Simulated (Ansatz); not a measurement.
# doublet CuF+: levels of theory compared

We compute a comparison of 6 runs (UHF/STO-3G, UB3LYP/STO-3G, UBHLYP/STO-3G, UBLYP/STO-3G, UPBE0/STO-3G, UCCSD(T)/STO-3G) of doublet CuF+. 

Program for the calculation: Ansatz 0.2.0.

59 further runs of the same task are left out: 36 that didn't finish, 23 set aside as unsound or not needed.

### Step 1. Starting point

CuF+: 2 atoms, total charge +1, spin state doublet. As SMILES of the parent species, `[F][Cu]`. Geometry: relaxed at PBE0-D4/def2-TZVP. That shape belongs to the parent species and isn't relaxed for this state.

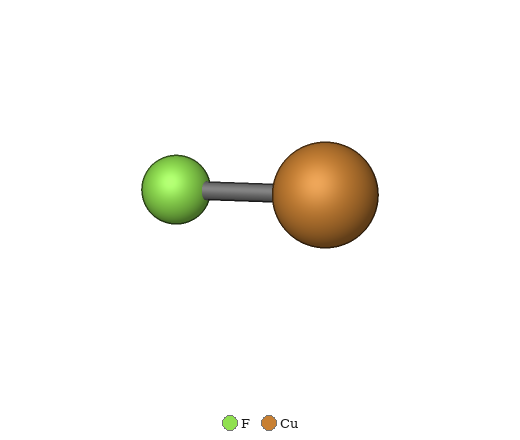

The structure, seen from a chosen angle (fluorine green, copper orange).

### Step 2. The energy at UHF/STO-3G (run 1)

File input.yaml:

```yaml
basis:
  gaussian:
    orbitals: STO-3G
crystal:
  periodic: [false, false, false]
  atoms:
    - {symbol: F, position_ang: [0.751010, -0.268940, 0.377080]}
    - {symbol: Cu, position_ang: [-0.751010, 0.268940, -0.377080]}
total_charge: 1
magnetization:
  spin_polarized: true
  initial_magnetization: 1
hamiltonian:
  xc: hf
accuracy: high
```

Run with:

```console
ansatz run input.yaml --threads 1 --pin off --max-ram 3480MiB --events-out events.jsonl --progress --plain --runs-dir runs
```

The program printed:

```text
Warning: RAYON_NUM_THREADS=1 ignored (pool sized by the plan → 1); use --threads N
Functional definition: HF
  name "HF"
  exchange = exact_x
  correlation = 0
300 factors; integrals over basis functions are off by at most 3.4e-8 eV
mean field evaluation 1: about -46743.9064 eV, gradient 3.0e1 eV
mean field evaluation 2: about -46744.1273 eV, gradient 3.0e1 eV
mean field evaluation 4: about -46753.2707 eV, gradient 5.4e0 eV
mean field evaluation 8: about -46756.1148 eV, gradient 1.1e0 eV
mean field evaluation 16: about -46756.1660 eV, gradient 2.8e-8 eV
mean field evaluation 32: about -46756.1660 eV, gradient 4.5e-5 eV
mean field evaluation 64: about -46733.7180 eV, gradient 3.1e1 eV
mean field evaluation 96: about -46756.8107 eV, gradient 7.0e-2 eV
mean field evaluation 128: about -46753.2029 eV, gradient 4.5e0 eV
mean field evaluation 160: about -46756.8055 eV, gradient 9.6e-2 eV
mean field evaluation 192: about -46756.7327 eV, gradient 2.7e-1 eV
mean field evaluation 224: about -46753.3921 eV, gradient 8.9e0 eV
mean field evaluation 256: about -46755.3076 eV, gradient 5.4e-1 eV
mean field evaluation 288: about -46754.0740 eV, gradient 1.0e0 eV
mean field evaluation 320: about -46754.6545 eV, gradient 8.4e-1 eV
mean field evaluation 352: about -46753.0079 eV, gradient 1.7e1 eV
mean field evaluation 384: about -46756.7845 eV, gradient 1.7e-1 eV
mean field evaluation 416: about -46753.4383 eV, gradient 8.8e0 eV
mean field evaluation 448: about -46748.4466 eV, gradient 2.1e1 eV
mean field evaluation 480: about -46753.6226 eV, gradient 4.3e0 eV
mean field evaluation 512: about -46756.8365 eV, gradient 1.4e-1 eV
mean field -46756.83848867 eV, -1718.2821215352 hartree, gradient 4.0e-8 eV, S^2 1.788852; 13 other end points of the search recorded, 0 dependent functions left out
reference -46756.83848867 eV, -1718.2821215352 hartree; 19, 18 occupied and 4, 5 virtual orbitals, 300 factors
Total energy: -46756.83848867 eV, -1718.2821215352 hartree
```

It took 1.1 s on 1 thread of Arm Neoverse V2, shared host.

### Step 3. A single-point energy at UB3LYP/STO-3G (run 2)

File input.yaml:

```yaml
crystal:
  periodic: [false, false, false]
  atoms:
    - symbol: F
      position_ang: [0.751010, -0.268940, 0.377080]
    - symbol: Cu
      position_ang: [-0.751010, 0.268940, -0.377080]
basis:
  gaussian:
    orbitals: STO-3G
total_charge: 1
magnetization:
  spin_polarized: true
  initial_magnetization: 1
hamiltonian:
  xc: {name: B3LYP}
accuracy: high
```

Run with:

```console
ansatz run input.yaml --threads 1 --pin off --max-ram 3480MiB --events-out events.jsonl --progress --plain --runs-dir runs
```

The program printed:

```text
Warning: RAYON_NUM_THREADS=1 ignored (pool sized by the plan → 1); use --threads N
Functional definition: B3LYP
  name "B3LYP"
  parameter a0 = 0.2
  parameter ax = 0.72
  parameter ac = 0.81
  exchange = (1 - a0 - ax)*slater_x + ax*b88_x + a0*exact_x
  correlation = (1 - ac)*vwn_rpa_c + ac*lyp_c
300 factors; integrals over basis functions are off by at most 3.4e-8 eV
mean field evaluation 1: about -46361.9080 eV, gradient 9.9e1 eV
mean field evaluation 2: about -46369.5040 eV, gradient 1.7e2 eV
mean field evaluation 4: about -46375.0569 eV, gradient 1.2e2 eV
mean field evaluation 8: about -46736.1893 eV, gradient 4.2e1 eV
mean field evaluation 16: about -46796.8567 eV, gradient 1.8e-1 eV
mean field evaluation 32: about -46796.9523 eV, gradient 5.0e-6 eV
mean field evaluation 64: about -46752.4088 eV, gradient 6.7e1 eV
mean field evaluation 96: about -46796.4228 eV, gradient 1.2e0 eV
mean field evaluation 128: about -46796.5563 eV, gradient 9.3e-1 eV
mean field evaluation 160: about -46789.8344 eV, gradient 3.6e0 eV
mean field evaluation 192: about -46796.6922 eV, gradient 2.0e0 eV
mean field evaluation 224: about -46796.7581 eV, gradient 2.4e0 eV
mean field -46796.95228873 eV, -1719.7562764972 hartree, gradient 5.7e-8 eV, S^2 1.753685; 17 other end points of the search recorded, 0 dependent functions left out
reference -46796.95231229 eV, -1719.7562773632 hartree; 19, 18 occupied and 4, 5 virtual orbitals, 300 factors
Total energy: -46796.95231229 eV, -1719.7562773632 hartree
```

It took 22 s on 1 thread of Arm Neoverse V2, shared host; peak memory 0.13 GiB.

Runs 3 to 5 aren't shown in full; the table further down has their settings and results.

### Step 4. A single-point energy at UCCSD(T)/STO-3G (run 6)

File in.yaml:

```yaml
basis:
  gaussian: {orbitals: STO-3G}
crystal:
  periodic: [false, false, false]
  atoms:
    - {symbol: F, position_ang: [0.751010, -0.268940, 0.377080]}
    - {symbol: Cu, position_ang: [-0.751010, 0.268940, -0.377080]}
total_charge: 1
magnetization: {spin_polarized: true, initial_magnetization: 1}
correlation: {method: ccsd_t, frozen_orbitals: {Cu: 5, F: 1}}
accuracy: high
scf: {omitted_lower_state_checks: [cluster_reference, increment]}
```

Run with:

```console
ansatz run in.yaml --threads 1 --pin off --max-ram 3480MiB --events-out events.jsonl --progress --plain --runs-dir runs
```

The program printed:

```text
Warning: RAYON_NUM_THREADS=1 ignored (pool sized by the plan → 1); use --threads N
[... 27 lines left out ...]
6 core orbitals not correlated: weight in the atoms' cores, before any rotation towards them, 1.000 or more for the frozen orbitals, at most 0.000 for the correlated occupied ones
[... 116 lines left out ...]
Total energy: -46759.18731332 eV, -1718.3684392489 hartree
Checks for a lower state left out: cluster_reference, increment
```

It took 2.4 s on 1 thread of Arm Neoverse V2, shared host.

### Step 5. The series

```csv
run,level,frozen core orbitals,energy (Eh),⟨S²⟩,wall time
1,UHF/STO-3G,–,-1718.282122,1.789,1.1 s
2,UB3LYP/STO-3G,–,-1719.756277,1.754,22 s
3,UBHLYP/STO-3G,–,-1719.793905,1.760,26 s
4,UBLYP/STO-3G,–,-1719.700020,1.752,23 s
5,UPBE0/STO-3G,–,-1719.489230,1.755,23 s
6,UCCSD(T)/STO-3G,6,-1718.368439,1.789,2.4 s
```

### Step 6. Outcome

| quantity | value |
| --- | --- |
| run 6: total energy | -1718.36844 Eh |
| run 6: correlation energy (6 core orbitals frozen) | -86.3 mEh |
| run 6: (T) correction | -15.23 mEh |
| run 6: ⟨S²⟩ of the reference determinant | 1.789 |
| run 6: T1 diagnostic | 0.033 |

**Reading.** Totals of different functionals can't be ranked against each other. In runs 1, 2, 3, 4, 5, 6 the basis is minimal, so the values are rough. Spin contamination of the reference: run 1 ⟨S²⟩ = 1.79, run 6 ⟨S²⟩ = 1.79, run 3 ⟨S²⟩ = 1.76, run 5 ⟨S²⟩ = 1.75, run 2 ⟨S²⟩ = 1.75, run 4 ⟨S²⟩ = 1.75. Where it is this large, the reference is a mixture of spin states, and values that rest on it are in doubt. All runs together took 97 s, the longest 26 s.
